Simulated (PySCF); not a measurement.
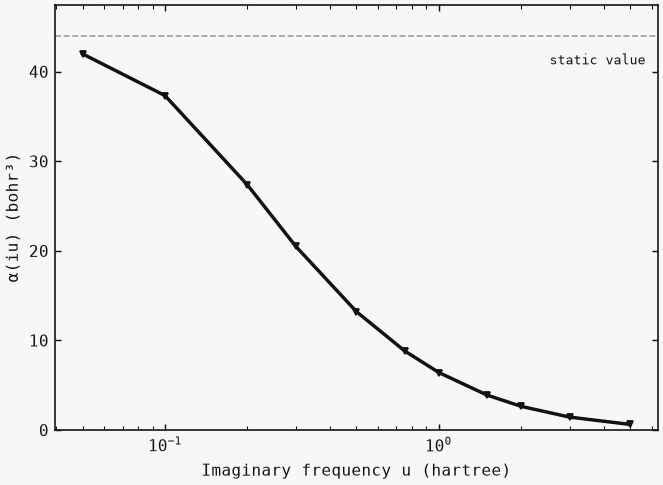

Dipole polarisability at imaginary frequency of an atom or ion with 77 electrons in the configuration [Xe] 4f¹⁴ 5d⁸ 6s. Coupled response at the HSE06 level; PySCF, aug-cc-pwCVTZ-PP with a 60-electron core potential, unrestricted single determinants, no spin-orbit coupling.

> Which species is it, and what does the curve give?

Neutral iridium. The static dipole polarisability is 43.9 bohr³; α(iu) falls to half of it near u = 0.28 hartree. The Casimir–Polder integral gives C₆ = 435 hartree bohr⁶ for two such species.
